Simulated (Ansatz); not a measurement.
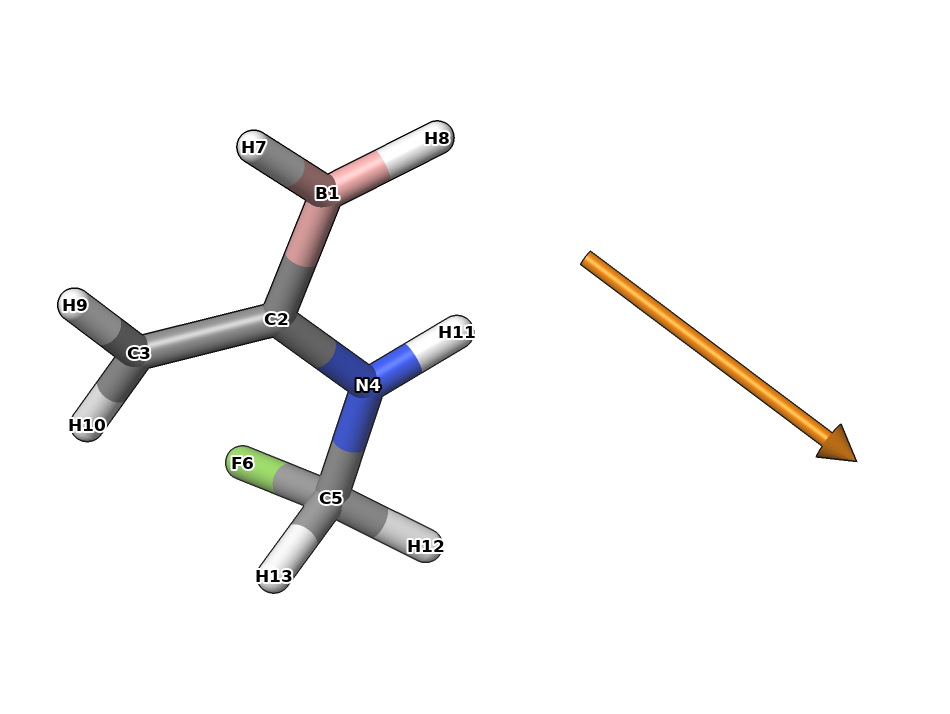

The arrow beside the molecule shows the direction of the dipole moment, from the negative to the positive end (its length means nothing). Computed geometry: PBE-D4/def2-SVP optimisation. No frequency run is at hand to confirm it as a minimum. Level of theory: RKS PBE-D4/def2-SVP (Ansatz 0.2.0).

Q: Estimate the dipole moment.

A: 1.59 D; it points from the side of H9 to the side of H12 (the outermost atoms at the two ends).
